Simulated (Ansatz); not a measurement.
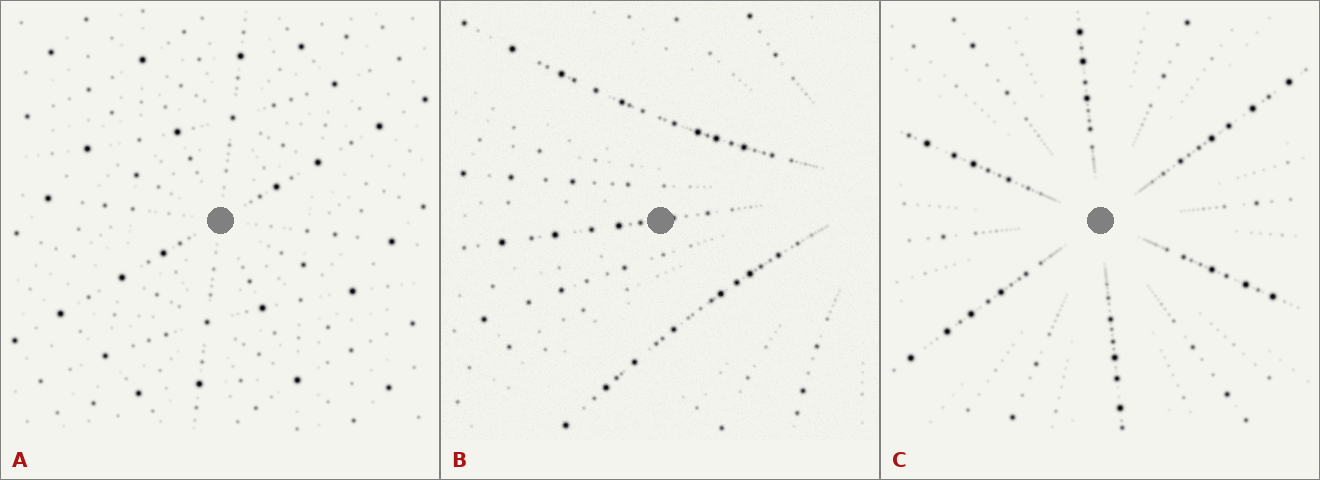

Simulated back-reflection Laue patterns (white X-rays, 0.45 to 2.2 Å, flat plate covering ±45° about the beam, kinematic intensities, seen from the source). Crystal: ZrAg2N2, space group P-3m1 (No. 164), a = 3.315 Å, c = 7.449 Å (hexagonal axes). Structure: coordinates from a relaxation with DFT PBE, scalar-relativistic, plane waves, PAW (Ansatz 0.2.0); the starting structure was generated, so it need not be a known form of this composition.

```csv
atom,site,symmetry,x,y,z
Zr,1a,-3m.,0.0000,0.0000,0.0000
Ag,2d,3m.,0.6667,0.3333,0.3560
N,2d,3m.,0.6667,0.3333,0.8512
```

Q: The directions [001], [100], [101] point towards the source, in some order. Which is which?

A: A: [100], symmetry 2 (a twofold rotation only). B: [101], symmetry 1 (no symmetry). C: [001], symmetry 3m (a threefold axis with three mirror lines). The Laue class is -3m.
